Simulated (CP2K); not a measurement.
# CH4ClSi (SMILES [SiH3][CH]Cl): GFN2-xTB

What is the energy difference between two shapes of CH4ClSi at GFN2-xTB? 

The results are computed with CP2K 2026.2.

2 further runs of the same task are left out: 2 set aside as unsound or not needed.

## Step 1: The system as given

CH4ClSi: 7 atoms, total charge 0, spin state doublet. SMILES: `[SiH3][CH]Cl`. The shape is that of a GFN2-xTB optimisation.

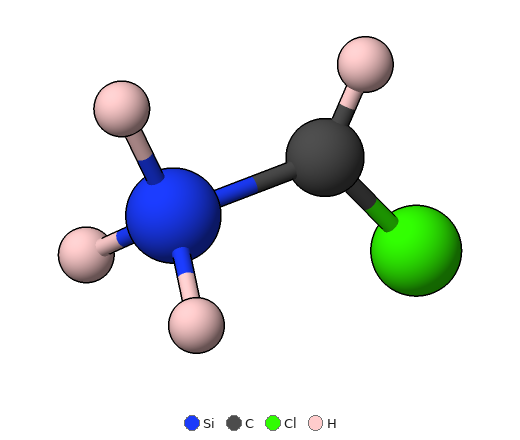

The structure, seen from a chosen angle (silicon blue, carbon dark grey, chlorine green, hydrogen pink).

## Step 2: Energy and gradient at GFN2-xTB

Input file gas.inp:

```
&GLOBAL
  PROJECT_NAME gas
  RUN_TYPE ENERGY_FORCE
  PRINT_LEVEL MEDIUM
&END

&FORCE_EVAL
  METHOD QS
  &DFT
    MULTIPLICITY 2
    SPIN_POLARIZED T
    &QS
      METHOD XTB
      EPS_DEFAULT 1.0E-10
      &XTB
        GFN_TYPE TBLITE
        &TBLITE
          METHOD GFN2
        &END
        CHECK_ATOMIC_CHARGES F
      &END
    &END
    # no periodic images
    &POISSON
      PERIODIC NONE
      POISSON_SOLVER ANALYTIC
    &END
    # self-consistent field
    &SCF
      SCF_GUESS ATOMIC
      EPS_SCF 1.0E-07
      MAX_SCF 150
      ADDED_MOS 2
      &DIAGONALIZATION
        ALGORITHM STANDARD
      &END
      &MIXING
        METHOD DIRECT_P_MIXING
        ALPHA 0.4
      &END
      &SMEAR ON
        METHOD FERMI_DIRAC
        ELECTRONIC_TEMPERATURE [K] 300
      &END
    &END
    &PRINT
      &MOMENTS
        PERIODIC F
        REFERENCE COM
        MAX_MOMENT 1
      &END
      &MO ON
        ENERGIES T
        OCCUPATION_NUMBERS T
        NDIGITS 6
        &EACH
          QS_SCF 0
        &END
        ADD_LAST NUMERIC
      &END
      &HIRSHFELD OFF
      &END
    &END
  &END
  &SUBSYS
    &CELL
      ABC 19.5 19.4 18.3
      PERIODIC NONE
    &END
    &COORD
      Si    -0.682180     0.341260    -0.284310
      C      0.961750    -0.300430     0.296940
      Cl     1.102660    -1.778310     1.107020
      H     -1.302230    -0.615500    -1.205790
      H     -0.398010     1.610760    -0.949180
      H     -1.587970     0.533440     0.853480
      H      1.905980     0.208770     0.181860
    &END
    &TOPOLOGY
      &CENTER_COORDINATES
      &END
    &END
  &END
  # extra output
  &PRINT
    &FORCES ON
    &END
  &END
&END
```

Command:

```
$ OMP_NUM_THREADS=1 cp2k.psmp gas.inp > gas.out
```

Log, cut to the lines that bear on the results:

```text
CP2K| version string:                                       CP2K version 2026.2
[...]
 GLOBAL| Method name                                                        CP2K
[...]
 GLOBAL| Run type                                                   ENERGY_FORCE
[...]
                             - Atoms:                                          7
[...]
                             - Spherical basis functions:                     26
[...]
 Number of electrons:                                                         10
[...]
  *** SCF run converged in    21 steps ***
[...]
  Fermi energy:                                                -0.33489146136088
[...]
 TB_DIPOLE| Moment [Debye]         -0.65093530       1.19310023      -0.72556814
 TB_DIPOLE| Derivative [a.u.]       0.00000000       0.00000000       0.00000000
[...]
 ENERGY| Total FORCE_EVAL ( QS ) energy [hartree]            -10.388110692362206
 FORCES| Atomic forces [hartree/bohr]
 FORCES|   Atom     x               y               z               |f|
 FORCES|      1 -3.08570756E-03  6.42481600E-04 -6.42017740E-04   3.21660699E-03
 FORCES|      2  1.85709045E-03  1.87909714E-03 -5.31606412E-04   2.69488337E-03
 FORCES|      3  8.66059519E-05 -2.88994070E-03  1.50678575E-03   3.26031611E-03
 FORCES|      4  3.67053200E-04  6.08930800E-05 -9.11476425E-06   3.72181538E-04
 FORCES|      5  4.39984460E-05  1.00401579E-04 -7.82990041E-05   1.34711077E-04
 FORCES|      6  4.56886568E-04  2.19800295E-05 -9.07960959E-05   4.66339349E-04
 FORCES|      7  2.74072941E-04  1.85087267E-04 -1.54951738E-04   3.65216805E-04
 FORCES| Sum     8.61940727E-17  2.61834825E-17 -4.42896587E-17
 FORCES| Total atomic force                                       1.00382104E-16
[...]
```

Wall time 0.32 s (1 thread of Arm Neoverse V1, shared host).

## Step 3: The distorted shape, same level

Input file run.inp:

```
&GLOBAL
   PROJECT_NAME run
   RUN_TYPE ENERGY_FORCE
   PRINT_LEVEL MEDIUM
&END
&FORCE_EVAL
   METHOD Quickstep
   &DFT
      CHARGE 0
      MULTIPLICITY 2
      UNRESTRICTED_KOHN_SHAM T
      &QS
         METHOD XTB
         EPS_DEFAULT 1.0E-10
         &XTB
            GFN_TYPE TBLITE
            &TBLITE
               METHOD GFN2
            &END
            CHECK_ATOMIC_CHARGES F
         &END
      &END
      ! cluster boundary conditions
      &POISSON
         PERIODIC NONE
         POISSON_SOLVER ANALYTIC
      &END
      ! SCF settings
      &SCF
         SCF_GUESS ATOMIC
         EPS_SCF 1.0E-07
         MAX_SCF 150
         ADDED_MOS 2
         &DIAGONALIZATION
            ALGORITHM STANDARD
         &END
         &MIXING
            METHOD DIRECT_P_MIXING
            ALPHA 0.4
         &END
         &SMEAR ON
            METHOD FERMI_DIRAC
            ELECTRONIC_TEMPERATURE [K] 300
         &END
      &END
      ! extra output
      &PRINT
         &MOMENTS
            PERIODIC F
            REFERENCE COM
            MAX_MOMENT 1
         &END
         &MO ON
            ENERGIES T
            OCCUPATION_NUMBERS T
            NDIGITS 6
            &EACH
               QS_SCF 0
            &END
            ADD_LAST NUMERIC
         &END
         &HIRSHFELD OFF
         &END
      &END
   &END
   ! atoms, cell and kinds
   &SUBSYS
      ! vacuum box
      &CELL
         ABC [angstrom] 19.4 19.4 18.4
         PERIODIC NONE
      &END
      &COORD
         Si    -0.774186     0.325725    -0.413305
         C      0.973597    -0.443589     0.272444
         Cl     1.011970    -1.692214     1.113195
         H     -1.217666    -0.769913    -1.252139
         H     -0.496792     1.686710    -1.029643
         H     -1.537698     0.606133     0.861143
         H      1.845696     0.318819     0.089112
      &END
      &TOPOLOGY
         &CENTER_COORDINATES
         &END
      &END
   &END
   &PRINT
      &FORCES ON
      &END
   &END
&END
```

Command:

```
$ OMP_NUM_THREADS=1 cp2k.psmp -i run.inp > run.out 2>&1
```

Log, cut to the lines that bear on the results:

```text
CP2K| version string:                                       CP2K version 2026.2
[...]
 GLOBAL| Method name                                                        CP2K
[...]
 GLOBAL| Run type                                                   ENERGY_FORCE
[...]
                             - Atoms:                                          7
[...]
                             - Spherical basis functions:                     26
[...]
 Number of electrons:                                                         10
[...]
  *** SCF run converged in    23 steps ***
[...]
  Fermi energy:                                                -0.30115897927002
[...]
 TB_DIPOLE| Moment [Debye]         -0.96062886       0.39890786      -0.70122931
 TB_DIPOLE| Derivative [a.u.]       0.00000000       0.00000000       0.00000000
[...]
 ENERGY| Total FORCE_EVAL ( QS ) energy [hartree]            -10.348345875129837
 FORCES| Atomic forces [hartree/bohr]
 FORCES|   Atom     x               y               z               |f|
 FORCES|      1  3.59562477E-02  3.77921654E-03  2.68474885E-02   4.50324535E-02
 FORCES|      2 -2.23619016E-02  1.57666506E-01 -1.00127778E-01   1.88107293E-01
 FORCES|      3  1.30077100E-02 -1.03294160E-01  7.19053685E-02   1.26527728E-01
 FORCES|      4 -7.31966276E-03  1.32791768E-03 -3.19020969E-03   8.09433544E-03
 FORCES|      5 -2.88509719E-03 -1.88229363E-02  3.88205983E-03   1.94344309E-02
 FORCES|      6  2.04573537E-03 -5.02659766E-03 -1.42067667E-02   1.52080221E-02
 FORCES|      7 -1.84430316E-02 -3.56299463E-02  1.48898374E-02   4.27942256E-02
 FORCES| Sum     5.20417043E-17  9.02056208E-17 -8.15320034E-17
 FORCES| Total atomic force                                       1.32260578E-16
[...]
```

It took 0.32 s on 1 thread of Arm Neoverse V1, shared host.

## Step 4: Outcome

At GFN2-xTB:

| quantity | value |
| --- | --- |
| first shape: total energy | -10.38811 Eh |
| first shape: dipole moment (from atomic charges alone) | 1.54 D |
| first shape: HOMO energy (highest over α and β) | -9.49 eV |
| first shape: LUMO energy (lowest over α and β) | -8.74 eV |
| first shape: largest force on an atom | 0.168 eV/Å |
| distorted shape: total energy | -10.34835 Eh |
| distorted shape: dipole moment (from atomic charges alone) | 1.25 D |
| distorted shape: HOMO energy (highest over α and β) | -8.56 eV |
| distorted shape: LUMO energy (lowest over α and β) | -7.83 eV |
| distorted shape: largest force on an atom | 9.673 eV/Å |
| energy change with the atoms displaced | 1.082 eV |

In words: With the atoms displaced the energy rises by 1.08 eV (25 kcal/mol). The dipole (first shape) comes from point charges on the atoms alone, without atomic dipoles, so it is partial. The dipole (distorted shape) comes from point charges on the atoms alone, without atomic dipoles, so it is partial.
